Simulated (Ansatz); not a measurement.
Process, species as SMILES: ClF (F-Cl) → ClF+ (doublet, bonded as FCl) + e-
B3LYP-D3(BJ)/def2-TZVP geometries, fixed; electronic energies without zero-point terms.

Basis-set convergence of the adiabatic ionisation energy at B3LYP with Ansatz (a program for electronic structure). Cartesian d functions, on some or all atoms, in 6-31G**; all else is spherical. The program fits the integrals of some runs and decomposes those of others, by size. Open shells are unrestricted. No added dispersion term, no relativity. Functions are those of the species that has most. Reference: the value in aug-cc-pV(5+d)Z, 12.574 eV, itself unsure by roughly 0.003 eV (its mean distance from pcseg-4, aug-pcseg-3, aug-cc-pV(Q+d)Z). Deviations are taken from unrounded values.

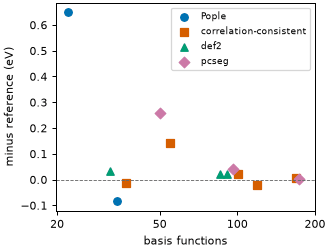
Deviation from the reference against the number of basis functions, by family of sets.

```csv
basis,functions,adiabatic ionisation energy (eV),minus reference (eV)
6-31G,22,13.224,0.649
def2-SVP,32,12.609,0.035
6-31G**,34,12.491,-0.083
cc-pV(D+d)Z,37,12.561,-0.013
aug-pcseg-1,50,12.834,0.259
aug-cc-pV(D+d)Z,55,12.716,0.142
def2-TZVPD,86,12.595,0.021
def2-TZVPPD,91,12.595,0.020
aug-pcseg-2,96,12.614,0.039
aug-cc-pV(T+d)Z,101,12.596,0.022
cc-pV(Q+d)Z,119,12.555,-0.019
aug-cc-pV(Q+d)Z,169,12.581,0.007
aug-pcseg-3,174,12.576,0.001
```
